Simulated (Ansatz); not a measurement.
# Cl2F2H3NZr: the cost of one run

Program: Ansatz 0.2.0. Level of theory: RKS B3LYP-D4/def2-SVP. These are calculated values, not measurements.

**1. The starting structure**

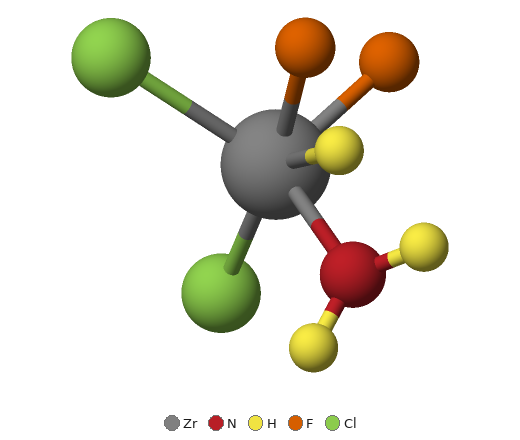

The starting structure, seen from a free direction (zirconium grey, nitrogen red, hydrogen yellow, fluorine orange, chlorine green).

Structure file:

```xyz
9

Zr    0.0000    0.0000    0.0000
N     0.0000    0.0000    2.5600
H    -0.8770   -0.2713    3.0900
H     0.8770    0.2713    3.0900
F     1.8671    0.0000   -0.6593
Cl   -1.1869    2.0563   -0.8392
Cl   -1.1869   -2.0563   -0.8392
F     0.8547    1.9877    0.7189
H     0.5629    1.3091    1.9368
```

**2. Pulling towards end A**

Springs on the bonds that form and break draw the guess towards this end; the thresholds are loose.

The input, input.yaml:

```yaml
crystal:
  periodic: [false, false, false]
  atoms:
    - { symbol: Zr, position_ang: [0.0, 0.0, 0.0] }
    - { symbol: "N", position_ang: [0.0, 0.0, 2.56] }
    - { symbol: H, position_ang: [-0.877, -0.2713, 3.09] }
    - { symbol: H, position_ang: [0.877, 0.2713, 3.09] }
    - { symbol: F, position_ang: [1.8671, 0.0, -0.6593] }
    - { symbol: Cl, position_ang: [-1.1869, 2.0563, -0.8392] }
    - { symbol: Cl, position_ang: [-1.1869, -2.0563, -0.8392] }
    - { symbol: F, position_ang: [0.8547, 1.9877, 0.7189] }
    - { symbol: H, position_ang: [0.5629, 1.3091, 1.9368] }
basis:
  gaussian: { orbitals: def2-SVP }
hamiltonian:
  xc: b3lyp
  dispersion: d4
relax:
  f_tol: 0.15
  max_steps: 25
  restrain:
    - { distance: [0, 7], at: 3.18, k: 30.0 }
    - { distance: [8, 1], at: 2.26, k: 30.0 }
    - { distance: [0, 1], at: 2.21, k: 30.0 }
    - { distance: [8, 7], at: 0.92, k: 30.0 }
```

On the command line:

```console
> ansatz run input.yaml --threads 4 --pin off --max-ram 5120MiB --backend cpu --events-out ev --progress --plain --runs-dir out
```

Q: Estimate wall time and peak memory on 4 threads of Arm Neoverse N1, shared host.

About 66 s, with a peak of 0.34 GiB.
